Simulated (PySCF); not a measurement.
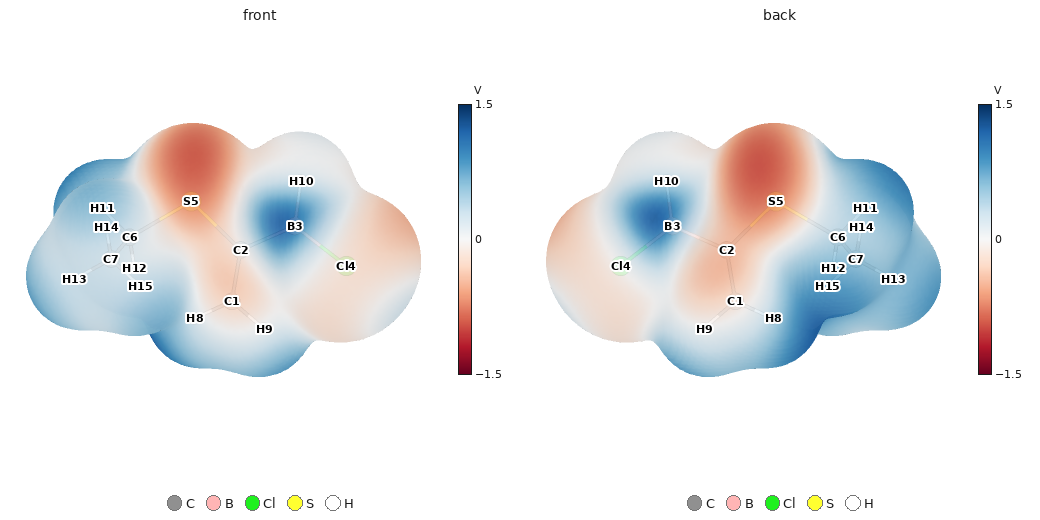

C₄H₈BClS (SMILES C=C(BCl)SCC). The molecular electrostatic potential painted on the density surface at 0.002 e/bohr³, seen from the front and from behind; red is negative and blue positive.

Geometry: GFN2-xTB.

All numbers below come from PBE0/pcSseg-1, SCF density, gas phase, non-relativistic (PySCF 2.14.0).

```xyz
15

C    -1.2325   -0.1853   -1.0205
C    -1.2545    0.2271    0.2533
B    -2.3824    1.1115    0.8594
Cl   -3.6412    1.6648   -0.1237
S    -0.0010   -0.1861    1.4413
C     1.3413   -0.9806    0.4844
C     2.1401    0.0257   -0.3225
H    -0.4607   -0.8000   -1.4504
H    -2.0339    0.0958   -1.6832
H    -2.3741    1.4150    1.9919
H     1.9643   -1.4489    1.2457
H     0.9038   -1.7614   -0.1362
H     2.9431   -0.4790   -0.8569
H     2.5753    0.7704    0.3393
H     1.5080    0.5390   -1.0437
```

### Which sites attract a positive test charge, and which a negative one?

A positive charge is drawn to the negative regions and a negative charge to the positive ones. The most negative region (about −0.9 V) lies over S5, the most positive (about +1.2 V) over B3, H8 and H12.

### How polar is the molecule by this calculation?

Its dipole moment is 2.38 D.
